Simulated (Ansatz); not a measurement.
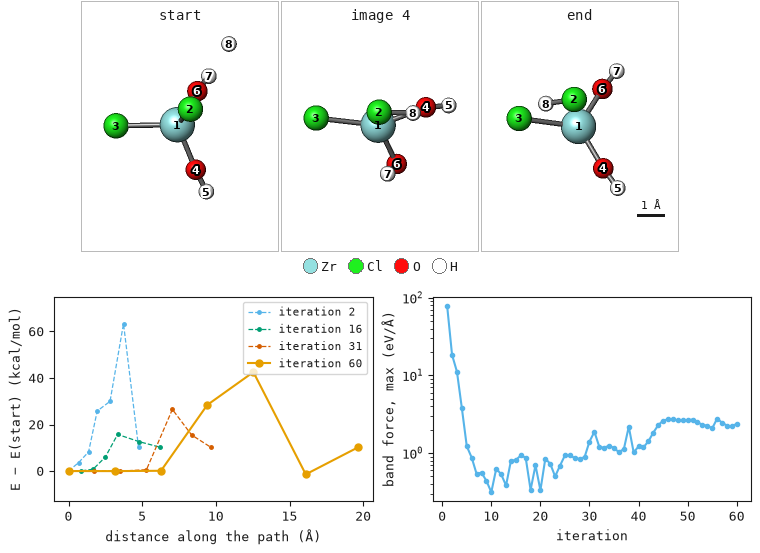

A search for the minimum-energy path of ZrH₃O₂Cl₂ (multiplicity 2), made up at the start of ZrH2O2Cl2 and H by the nudged elastic band. Images are numbered from 0 (start) to 6 (end). The plot follows the band through its iterations. Style: ball-and-stick. Shown from a free direction.

All numbers below come from Ansatz 0.2.0, UKS PBE0-D4/def2-SVP. Run with 5 movable images; climbing image; force threshold 0.03 eV/Å; iteration limit 60; starting path through a guess of the saddle point.

How did the profile develop, and is the result final?

Answer. The result isn't final. The band hadn't converged when the run stopped after 60 iterations. The largest component of the band force went from 78 to 2.4 eV/Å. The barrier read from it is provisional: over the last two iterations the highest image moved from 41.5 kcal/mol to 42.5 kcal/mol. The first iteration put the highest image at 329.6 kcal/mol. Relative to the start the highest point is image 4 at +42.5 kcal/mol and the end lies at +10.2 kcal/mol, but the profile dips to −1.4 kcal/mol at image 5 on the way, so there may be an intermediate minimum, or an end is no minimum.

Limits of the set-up: the start holds two separate molecules, 3.4 Å apart at their closest, whose relative position is a soft coordinate.

Cost: 14 min on 4 threads of AMD EPYC 7B13 (Zen 3), with other jobs on the host, peak memory 0.44 GiB.
